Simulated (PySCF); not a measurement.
```xyz
18

C    -0.3234   -3.3388   -0.9587
C    -0.5427   -2.3161   -0.3624
Si   -0.6737   -0.6690    0.4862
N    -2.1514   -0.0549   -0.1695
C    -2.7790    1.1630    0.2711
Si    0.7858    1.0152    0.0163
O     2.1956    0.3601    0.5381
C     3.4836    0.8617    0.4452
H    -0.1701   -4.2485   -1.4661
H    -0.7333   -1.0161    1.9281
H    -2.8372   -0.7410   -0.4430
H    -3.4274    1.5590   -0.5138
H    -3.3828    1.0208    1.1764
H    -2.0054    1.8993    0.4879
H     1.0474    1.5356   -1.3474
H     3.6723    1.2895   -0.5429
H     4.1877    0.0467    0.6212
H     3.6453    1.6399    1.1971
```

Geometry: GFN2-xTB.

These are results of PySCF, UKS B3LYP, pcH-1 on C H N O Si, non-relativistic, mean-field spin-orbit, GIAO, not measurements.

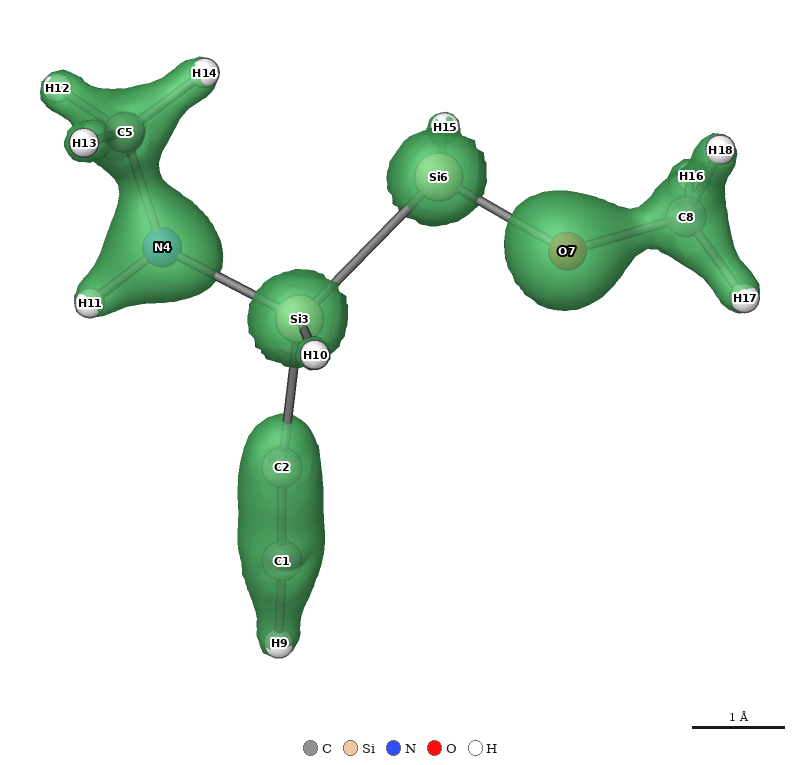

C$_{4}$H$_{10}$NOSi$_{2}$ (doublet). Isosurface of the electron density at 1.5 e/Å³ (green), seen at a tilt.

What does this surface tell about the bonding?

Answer. At this value the surface falls into seven separate pieces. It bridges the sampled C–C (1.20 Å), C–O (1.39 Å) and C–N (1.44 Å) contacts, where the density stays above the isovalue. It is pinched off along the sampled Si–O (1.64 Å) contacts. On the grid the lowest density along these lines, outside the cores, is 2.7 e/Å³ (C–C, 1.20 Å), 1.8 e/Å³ (C–O, 1.39 Å), 1.8 e/Å³ (C–N, 1.44 Å) and 0.99 e/Å³ (Si–O, 1.64 Å).
